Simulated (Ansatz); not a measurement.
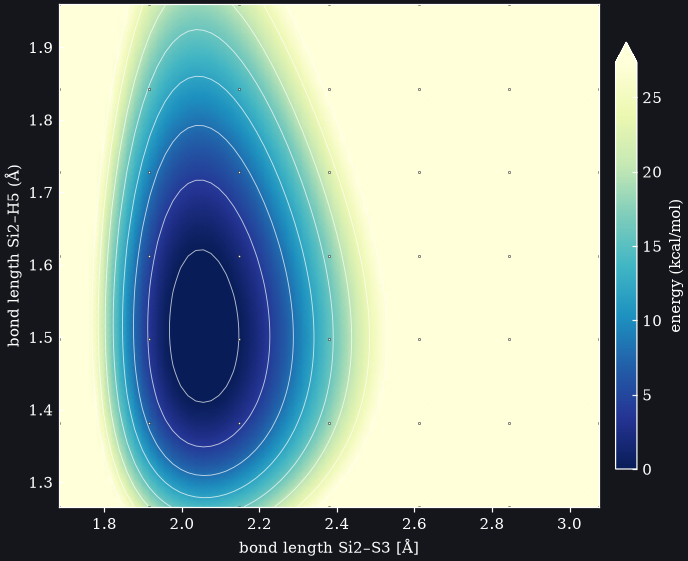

H3OSSi, SMILES O[SiH2][S-], charge −1. First axis: bond length Si2–S3. Second axis: bond length Si2–H5. Nothing is relaxed (all other coordinates rigid). The grid has 7 × 7 points. Points are written as (first, second). Energies are in kcal/mol, from the lowest grid point. The reference is spin-restricted, which grows unreliable where a bond is stretched far. These are results of RKS wB97M-V/def2-SVPD in Ansatz, not measurements.

The picture shows a smooth colour map with a few white contour lines, dots at the grid points, one colour for all values above the top of the scale. Between grid points the surface is interpolated.

**Estimate the position of the minimum and the force constants in these coordinates.**

The interpolated minimum is at bond length Si2–S3 ≈ 2.047 Å, bond length Si2–H5 ≈ 1.507 Å. The curvatures there are about 24 eV/Å² and 16 eV/Å², with a cross term of about 0.6 eV/Å². Round the minimum the two coordinates are nearly uncoupled. (1 eV is 23.1 kcal/mol.)
